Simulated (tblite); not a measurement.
# Frequency calculation of C8H9P

The run: frequency calculation of C8H9P. Method and program: GFN2-xTB harmonic vibrations, gas phase (tblite 0.8.0).

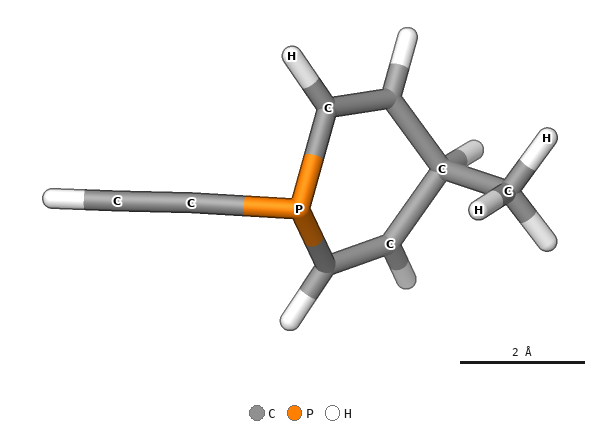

*The input geometry (stick view, seen at a tilt).*

Bond lengths as drawn: C–C 1.20 to 1.54 Å, C–H 1.05 to 1.09 Å and C–P 1.77 to 1.82 Å.

### Key numbers

| quantity | value |
| --- | --- |
| outcome | converged |
| total energy | −655.9890 eV |
| zero-point energy | 87.1210 kcal/mol |
| hardware | 1 CPU thread, shared host |
| wall time | 0.74 s |
| peak memory | 0.18 GiB |

### Input file
```
{"job": {"kind": "ir", "xc": "GFN2-xTB", "basis": "xTB"}, "charge": 0, "multiplicity": 1}
C      3.979362    -0.191812    -0.561239
C      2.883094     0.165772    -0.220088
P      1.349772     0.844165     0.347138
C      0.713486    -0.634873     1.190636
C     -0.533070    -1.050453     1.016901
C     -1.509010    -0.365423     0.100337
C     -2.138188     0.837603     0.821038
C     -0.830811     0.097726    -1.159539
C      0.390806     0.611590    -1.179451
H      4.918065    -0.544158    -0.877506
H      1.393193    -1.126914     1.873338
H     -0.903534    -1.918822     1.545853
H     -2.308419    -1.066851    -0.160006
H     -2.642350     0.513194     1.728579
H     -2.860279     1.331215     0.174292
H     -1.360817     1.551536     1.088865
H     -1.401970    -0.005361    -2.072861
H      0.851911     0.958184    -2.094601
```

The first line tells a small driver script what to run in tblite; the rest is the geometry in Å.

Launched with:
```bash
OMP_NUM_THREADS=1 python <driver script> task.json out
```

### What the program printed
```
mode    cm-1     km/mol
  1      56.3      0.20
  2      94.5      0.21
  3     111.6      0.25
  4     224.5      0.07
  5     236.1      0.10
  6     248.5      0.81
  7     322.4      2.91
  8     345.5      0.64
  9     363.7      0.87
 10     411.9      0.75
 11     508.3      1.13
 12     519.7      2.35
 13     635.1     16.72
 14     661.0     16.24
 15     662.4      7.08
 16     698.3     13.57
 17     728.5      0.83
 18     755.1     46.47
 19     758.1      7.95
 20     802.7      7.06
 21     853.2      8.84
 22     891.9      0.48
 23     892.5      0.50
 24     969.6      8.32
 25    1035.1      4.19
 26    1081.1      2.34
 27    1089.1      0.10
 28    1162.7      3.43
 29    1172.6      1.51
 30    1275.7      1.10
 31    1280.2      1.97
 32    1311.4      9.94
 33    1330.5      0.45
 34    1396.7      1.87
 35    1489.0      1.87
 36    1490.0      2.76
 37    1643.4      7.34
 38    1676.5      5.50
 39    2192.1      1.16
 40    2936.8     43.30
 41    3018.7     34.65
 42    3028.8     23.28
 43    3032.8     27.03
 44    3038.1     11.36
 45    3039.1     47.73
 46    3053.0     18.11
 47    3053.4     88.59
 48    3363.7      0.08
```

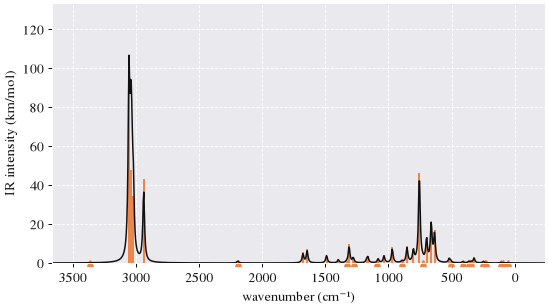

*Harmonic infrared spectrum, unscaled: sticks (degenerate modes added up, dark ones marked on the axis) with a Lorentzian envelope of 16 cm⁻¹ full width, scaled to the tallest stick.*

48 modes from 56 to 3364 cm⁻¹, none imaginary. The strongest line is at 3053 cm⁻¹ (107 km/mol).
